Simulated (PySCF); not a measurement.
## A study: C₂H₇Al, SMILES `C[AlH]C`

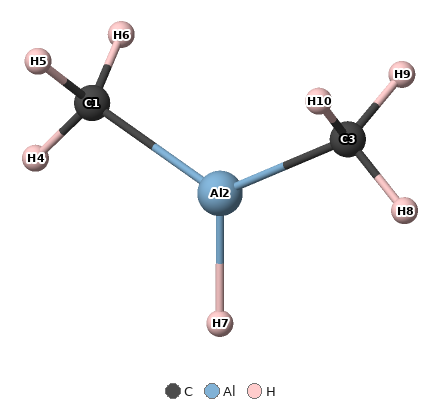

The molecule, with its atoms numbered as below. No frequency check shows the geometry to be a minimum.

Coordinates in Å:

```
C1      -1.7927    0.3939    0.0001
Al2     -0.0000   -0.4695   -0.0003
C3       1.7929    0.3938    0.0002
H4      -2.5881   -0.3620    0.0001
H5      -1.9683    1.0309    0.8750
H6      -1.9681    1.0317   -0.8744
H7      -0.0015   -2.0232    0.0013
H8       2.5882   -0.3622   -0.0002
H9       1.9685    1.0312   -0.8744
H10      1.9687    1.0304    0.8751
```

### 1. Bonding charge

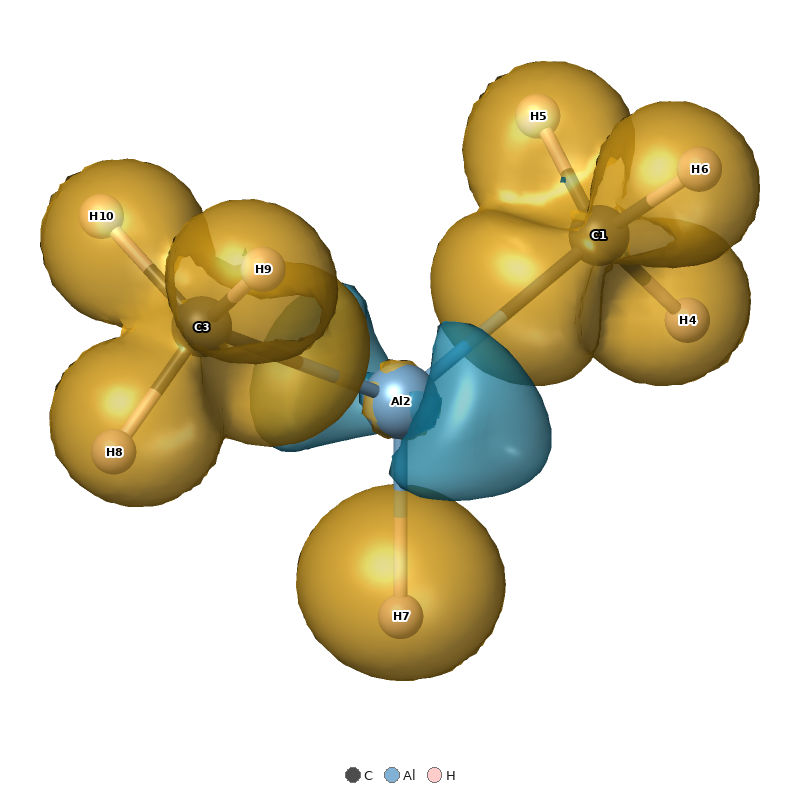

Deformation density (molecule less spherical, spin-averaged free atoms at the same positions), surfaces at ±0.08 e/Å³; yellow: gain, teal: loss.

PySCF calculation, ωB97X/def2-TZVP, gas phase; geometry: GFN2-xTB.

Describe the bonding that the map shows.

Answer. C1–H4 and C3–H8: +0.67 e/Å³ at the bond critical point (bond length 1.10 Å, Mayer order 1.0). C3–H10, C3–H9, C1–H5 and C1–H6: +0.65 e/Å³ at the bond critical point (bond length 1.10 Å, Mayer order 0.9). Al2–H7: +0.19 e/Å³ at the bond critical point (bond length 1.55 Å, Mayer order 1.0). C1–Al2 and Al2–C3: +0.16 e/Å³ at the bond critical point (bond length 1.99 Å, Mayer order 0.9). In all, 2.4 electrons gather in the regions of gain relative to the promolecule.

### 2. Bond critical points

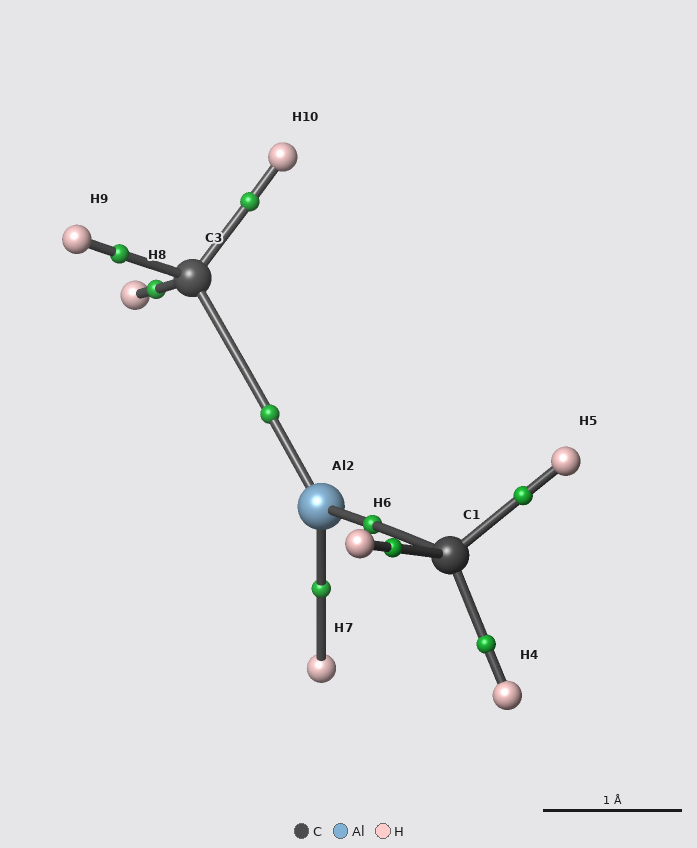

Molecular graph of the electron density (QTAIM): bond paths, bond critical points (green), ring points (magenta, if any); weak paths are dashed.

How many critical points of each kind are there, and does the count close?

Answer. 10 nuclei, 9 bond, 0 ring and 0 cage critical points: 10 − 9 + 0 − 0 = 1, as the Poincaré–Hopf relation requires.

What does the calculation give at each kind of bond critical point?

Answer.
```json
{"bond": "C1–H4 (2 alike)", "length (Å)": "1.097", "ρ (a.u.)": "0.267", "∇²ρ (a.u.)": "−0.87", "ε": "0.03", "H (a.u.)": "−0.265"}
{"bond": "C3–H10 (4 alike)", "length (Å)": "1.096", "ρ (a.u.)": "0.266", "∇²ρ (a.u.)": "−0.86", "ε": "0.03", "H (a.u.)": "−0.265"}
{"bond": "Al2–H7", "length (Å)": "1.554", "ρ (a.u.)": "0.087", "∇²ρ (a.u.)": "+0.23", "ε": "0.04", "H (a.u.)": "−0.030"}
{"bond": "C1–Al2 (2 alike)", "length (Å)": "1.990", "ρ (a.u.)": "0.083", "∇²ρ (a.u.)": "+0.22", "ε": "0.04", "H (a.u.)": "−0.026"}
```

What kind of interaction is C3–H10?

Answer. Shared-shell (covalent): ρ = 0.266, ∇²ρ = −0.86, H = −0.265 a.u.

### 3. Local ionisation energy

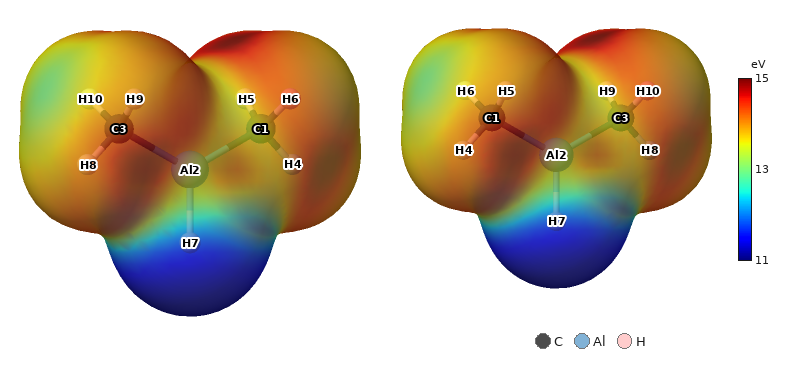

Average local ionisation energy on the surface of electron density 0.001 a.u. (back view left, front view right).

Where are the most loosely bound electrons on this surface?

Answer. The lowest value is 11.1 eV, 1.6 Å from H7. Further minima include 12.9 eV, near H4 (1.88 Å), H6 (1.89 Å), H5 (1.95 Å) and C1 (2.04 Å), and at like points elsewhere; 13.5 eV, near H5 (1.97 Å) and Al2 (2.11 Å), over C1 (2.4 Å), and at like points elsewhere. For comparison, the highest occupied orbital lies at −10.2 eV.

What volume does the surface enclose, and what is the dipole moment?

Answer. About 108 Å³; the dipole moment is 0.8 D.

### 4. In an electric field

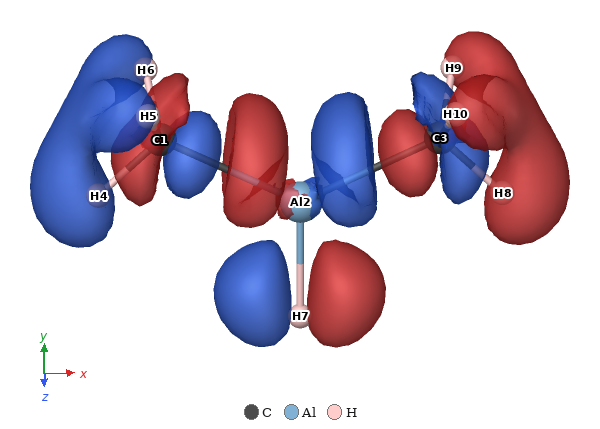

Change of the electron density in a uniform field of 0.21 V/Å, surfaces at ±0.002 e/Å³ (blue: gain, red: loss).

Method: ωB97X/def2-TZVP; geometry: GFN2-xTB; program: PySCF. A basis without diffuse functions makes polarisabilities too small.

Along which Cartesian direction does the field point?

Answer. Along +x: electrons gather on the −x side, against the field.

How large is the response?

Answer. The induced dipole is 0.63 D (along the field); α along this axis, from the fields in both directions, is 62 bohr³ (9.1 Å³).

Which atoms gain and lose the most charge?

Answer. Electrons gather most on H4 (Hirshfeld charge changes by −0.008 e) and leave H8 most (+0.008 e); 0.054 electrons are displaced in all.

The PySCF runs shown took 13 s and 31 s on 1 thread of Arm Neoverse V2, with other jobs on the host.
